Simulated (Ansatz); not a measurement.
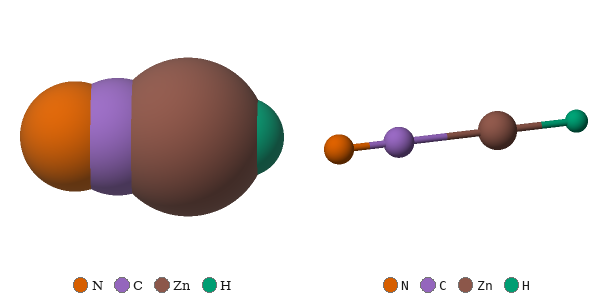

The same structure drawn twice, from different directions.

The computed structure is the end point of a PBE0-D4/def2-TZVP optimisation. No frequency run is at hand to confirm it as a minimum.

Count the atoms of each element.

CHNZn, 4 atoms: 1 carbon, 1 hydrogen, 1 nitrogen and 1 zinc.

How many bonds of each kind are drawn?

1 C–N, 1 C–Zn, 1 Zn–H. Sticks follow a distance rule.

More results for the same structure follow; atom numbers are the same in all pictures, views and colours differ.

**Geometry**

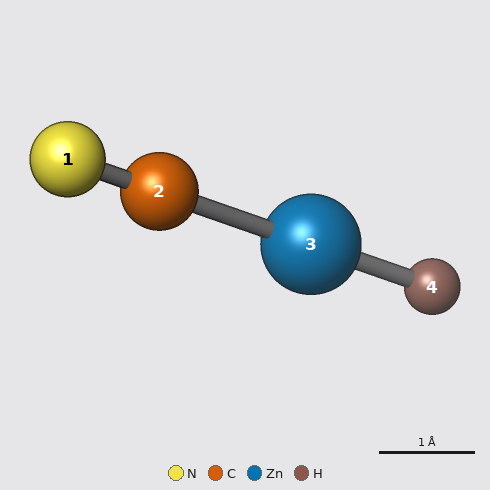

No frequency run is at hand to confirm it as a minimum.

How are the neighbours of atom 2 arranged?

C2 has 2 neighbours (N1 at 1.15, Zn3 at 1.90 Å); the arrangement is linear.

How are the neighbours of atom 3 arranged?

Zn3 has 2 neighbours (C2 at 1.90, H4 at 1.52 Å); the arrangement is linear.

**Electronic properties**

No frequency run is at hand to confirm it as a minimum. Properties computed with RKS PBE0-D4/def2-TZVPP (Ansatz 0.2.0).

Give the HOMO energy (Kohn–Sham orbital) at this level.

−9.49 eV.

What is the HOMO–LUMO gap?

7.95 eV.

**Dipole moment**

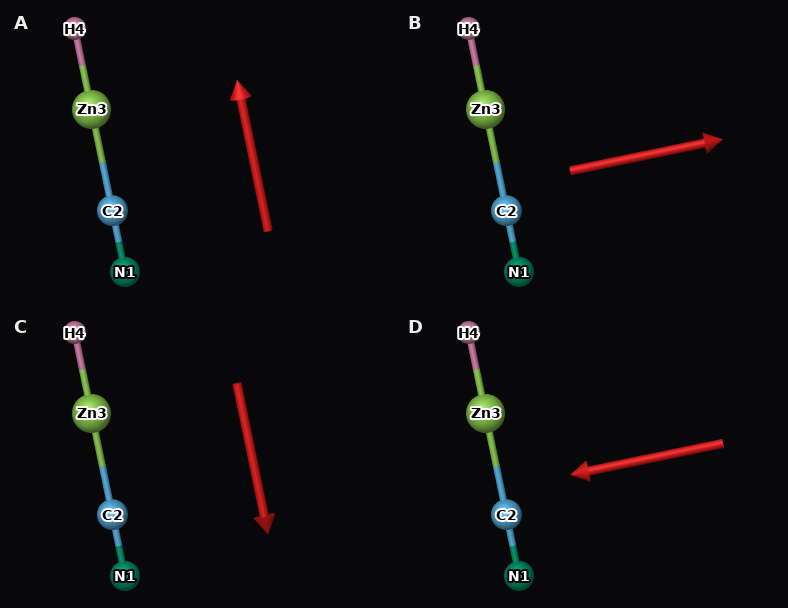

The same molecule four times, each with an arrow. No frequency run is at hand to confirm it as a minimum. Method: RKS PBE0-D4/def2-TZVP (Ansatz 0.2.0).

Which arrow points along the dipole moment, from the negative to the positive end?

A. The dipole moment is 3.56 D; it points from the side of N1 to the side of H4 (the outermost atoms at the two ends).

**Charges**

The questions are on Mulliken charges. No frequency run is at hand to confirm it as a minimum. Level of theory: RKS PBE0-D4/def2-TZVP (Ansatz 0.2.0).

Which atom carries the highest charge (most positive or least negative)?

Zn3 (0.34 e).

And the lowest?

C2 (−0.31 e).

List the Mulliken charges.

```json
{"atom": "N1", "value (e)": "−0.02"}
{"atom": "C2", "value (e)": "−0.31"}
{"atom": "Zn3", "value (e)": "0.34"}
{"atom": "H4", "value (e)": "−0.01"}
```

Mulliken values depend strongly on the basis set and can even reverse the polarity of a bond.
